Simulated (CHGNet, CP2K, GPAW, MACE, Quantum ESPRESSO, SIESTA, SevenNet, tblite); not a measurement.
# From one method to another: forces in random packing of Si51C37H13 (at. %) (71 atoms)

71 atoms (36 Si, 26 C, 9 H) packed at random in a cube at 2.26 g/cm³ and pushed apart as soft spheres; a start for melting by ab initio MD, not an equilibrated structure. Then every atom was moved at random, 0.03 Å r.m.s. a Cartesian component (hydrogen 0.6 of that).

Two calculations on one geometry. First: machine-learned interatomic potential MACE MP-0b3 medium, trained on PBE(+U) plane-wave data (MACE MP-0b3 medium). Second: Kohn-Sham DFT, PBE, SSSP efficiency 1.3.0 pseudopotentials, plane waves; sssp-1.3.0-efficiency; 45/360 Ry; levels smeared at 580 K (Quantum ESPRESSO 7.5; sssp-pbe-1.3.0-efficiency, cutoffs 45/360 Ry, Γ point).

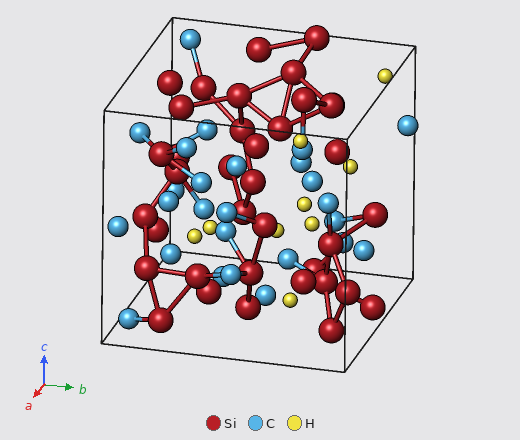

The structure (silicon red, carbon blue, hydrogen yellow). Bonds to atoms that aren't drawn are left out. Some periodic images of atoms are drawn too.

Cell vectors (Å):

```
9.930 0.000 0.000
0.000 9.930 0.000
0.000 0.000 9.930
```

Atom, position (Å) and force of the first calculation (eV/Å):

```
1 Si 2.939 3.570 8.212 -1.310 -1.697 2.273
2 Si 0.479 2.590 4.056 0.932 -2.389 2.143
3 Si 4.068 1.525 7.915 1.342 -1.035 0.037
4 Si 3.503 4.325 4.860 0.326 0.576 0.641
5 Si 7.674 5.602 8.212 -0.610 -0.185 -0.123
6 Si 8.063 5.528 2.954 -1.853 3.900 -0.121
7 Si 7.412 1.663 7.278 1.499 1.644 2.632
8 Si 4.953 9.671 0.745 0.313 1.144 -1.942
9 Si 5.615 6.960 9.523 0.914 -1.687 0.123
10 Si 2.817 1.026 5.254 -1.139 -0.119 -0.482
11 Si 6.732 5.082 0.902 -1.234 0.287 -0.840
12 Si 1.796 3.403 6.253 -1.524 0.954 -1.309
13 Si 8.857 3.595 2.892 -0.732 -0.088 0.627
14 Si 0.295 3.620 9.123 -0.631 -0.956 0.346
15 Si 4.340 2.806 0.328 -2.356 1.697 0.451
16 Si 0.342 5.990 0.003 0.061 -0.167 0.093
17 Si 8.613 6.241 5.294 0.914 -0.725 -0.286
18 Si 3.626 5.450 7.322 1.682 1.491 -3.486
19 Si 0.821 6.784 7.357 -1.078 -0.498 -1.408
20 Si 7.293 8.645 0.574 1.718 0.047 -3.918
21 Si 3.683 7.540 8.580 -1.623 2.364 -0.308
22 Si 6.519 8.367 3.906 0.319 -1.367 5.301
23 Si 8.996 2.145 0.890 2.445 -0.365 -3.250
24 Si 5.735 7.932 1.939 -2.796 -3.183 0.015
25 Si 8.608 1.451 2.865 1.058 -1.318 3.988
26 Si 7.749 9.421 2.477 2.433 -0.387 0.652
27 Si 9.726 8.156 3.568 -0.133 -0.238 -0.881
28 Si 4.597 9.632 4.545 -1.299 -1.329 -0.462
29 Si 6.314 1.673 9.881 1.007 -1.273 0.295
30 Si 1.091 1.598 7.564 -1.775 -2.721 0.093
31 Si 5.739 1.849 5.887 -2.168 1.295 0.686
32 Si 2.513 5.658 9.289 0.954 0.058 1.811
33 Si 2.226 3.599 2.968 1.035 0.619 -1.664
34 Si 6.602 0.809 4.195 1.081 0.907 -2.160
35 Si 3.686 0.442 2.412 -2.169 0.559 2.318
36 Si 7.005 8.720 8.076 -1.818 -0.542 -3.231
37 C 9.886 5.233 3.574 -0.673 -0.016 0.097
38 C 0.514 9.794 6.736 0.208 0.870 0.291
39 C 5.257 4.134 6.212 -1.591 0.144 0.167
40 C 1.654 0.599 3.305 1.442 1.319 0.469
41 C 7.150 8.421 5.915 0.213 -0.870 -0.167
42 C 2.186 2.788 0.109 1.151 0.498 -0.744
43 C 6.108 3.151 7.974 0.166 -0.565 -0.692
44 C 7.087 4.229 4.177 -0.449 -1.808 -0.594
45 C 0.525 7.201 1.431 -0.685 0.222 0.964
46 C 8.096 0.593 0.405 -1.593 -0.044 -0.610
47 C 9.879 5.039 6.193 1.473 1.201 0.374
48 C 8.583 3.002 8.186 -0.166 -0.249 -0.979
49 C 7.649 3.369 6.369 0.787 -0.873 0.720
50 C 5.690 1.612 2.327 0.047 -0.703 0.121
51 C 3.957 7.807 3.797 -1.813 1.378 -2.126
52 C 5.521 2.897 4.338 1.942 2.042 -0.744
53 C 5.831 6.970 7.494 0.653 1.194 0.071
54 C 4.565 5.189 0.555 0.869 0.843 1.521
55 C 2.844 8.700 2.208 0.774 -0.768 1.296
56 C 1.849 5.826 5.218 -0.093 -0.429 0.572
57 C 9.689 2.603 6.293 1.078 0.570 -0.363
58 C 4.850 6.170 2.335 0.144 -0.876 -1.901
59 C 4.959 7.152 5.814 1.452 -0.603 3.145
60 C 8.939 0.349 4.642 -0.610 1.122 -1.030
61 C 5.869 0.346 7.411 0.920 0.879 1.112
62 C 0.107 0.767 9.135 0.352 0.641 -0.082
63 H 2.204 9.316 9.464 0.544 -0.719 -0.623
64 H 0.861 4.586 1.767 0.979 -0.217 0.733
65 H 2.699 8.074 5.647 0.162 -0.382 -0.260
66 H 4.079 2.766 2.957 -0.623 0.291 -0.051
67 H 8.367 7.597 8.942 -0.528 0.223 -0.240
68 H 2.711 6.536 3.025 0.922 0.650 0.869
69 H 9.087 7.983 6.589 0.641 -0.813 0.029
70 H 1.039 1.291 1.182 -1.232 1.052 -0.478
71 H 8.301 7.230 2.094 -0.648 -0.475 0.483
```

Q: Give the forces of the second method.

Atom and force (eV/Å):

```
1 -0.688 -2.156 2.134
2 1.130 -2.604 2.555
3 1.296 -0.595 -0.642
4 0.817 1.171 0.803
5 -0.829 -0.074 -0.192
6 -2.094 3.944 0.614
7 1.321 0.695 2.980
8 -0.193 0.607 -1.892
9 0.858 -1.584 0.141
10 -1.609 -0.216 -0.488
11 -1.578 0.068 -0.769
12 -1.702 0.834 -1.569
13 -0.210 0.192 -0.312
14 -0.429 -1.233 0.926
15 -2.021 1.485 0.511
16 -0.390 0.407 1.019
17 1.135 -0.061 0.401
18 1.965 1.597 -3.925
19 -0.359 -0.867 -1.770
20 1.628 0.557 -5.480
21 -1.632 1.750 -1.041
22 -0.034 -1.677 6.073
23 2.593 0.644 -3.380
24 -3.476 -3.763 0.944
25 0.425 -2.005 4.017
26 2.563 0.311 0.981
27 -0.083 0.273 -0.464
28 -1.148 -1.522 0.547
29 1.240 -0.534 -0.032
30 -1.515 -2.074 0.069
31 -3.236 1.702 1.108
32 0.635 0.083 2.345
33 0.313 0.182 -1.659
34 1.298 0.621 -2.469
35 -2.018 2.035 2.160
36 -1.382 -0.581 -2.927
37 -1.102 -0.612 -0.100
38 0.146 1.074 0.279
39 -0.982 -0.711 0.409
40 1.689 0.990 0.412
41 0.194 -0.794 -0.050
42 0.810 0.828 -0.323
43 -0.789 -0.428 -1.383
44 -0.130 -1.052 -0.241
45 -0.643 -0.271 0.620
46 -1.439 -0.643 -1.196
47 1.230 1.952 -0.057
48 0.050 -0.002 -1.858
49 0.684 -0.171 0.687
50 -0.897 -0.775 0.214
51 -0.809 0.426 -1.590
52 1.994 2.198 -0.436
53 0.042 1.057 -0.728
54 1.429 0.408 1.482
55 0.589 -0.802 1.321
56 0.549 -1.078 1.429
57 0.949 0.301 -0.605
58 0.300 -0.097 -2.199
59 1.115 0.046 2.699
60 -0.259 0.270 -0.706
61 1.258 1.035 0.553
62 0.067 0.533 0.161
63 0.368 -0.348 -0.506
64 0.780 -0.361 0.828
65 0.123 -0.233 -0.114
66 -0.368 -0.239 -0.267
67 -0.506 0.053 -0.548
68 0.986 0.806 0.426
69 0.148 -0.494 -0.072
70 -0.447 0.578 -0.374
71 0.284 -1.060 0.520
```

The two sets differ by 473 meV/Å r.m.s., 34 % of the r.m.s. force of the Quantum ESPRESSO run. The electron count is odd in QE PBE, sssp-1.3.0-efficiency, 45/360 Ry, and they have no spin polarisation, so the unpaired electron is spread evenly over both spins. Machine-learned potentials mimic data converged in k, so the reference's own k-point error enters their differences. The electronic-structure runs sample only Γ, in a cell whose shortest periodic width is 10 Å, which is coarse for a cell with partly filled levels.

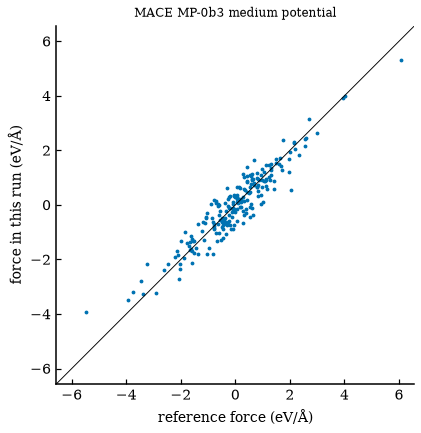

Force components against those of the reference; the line marks equality.

[Logs are printed without paths, hosts, clocks, repeated set-up lines and the standing remarks that a program may print on its own settings, such as how far it seeks lower states.]

[Hosts, paths, dates, database ids (printed as entryN), source tags and the programs' standing remarks are cut or masked in the printed files.]
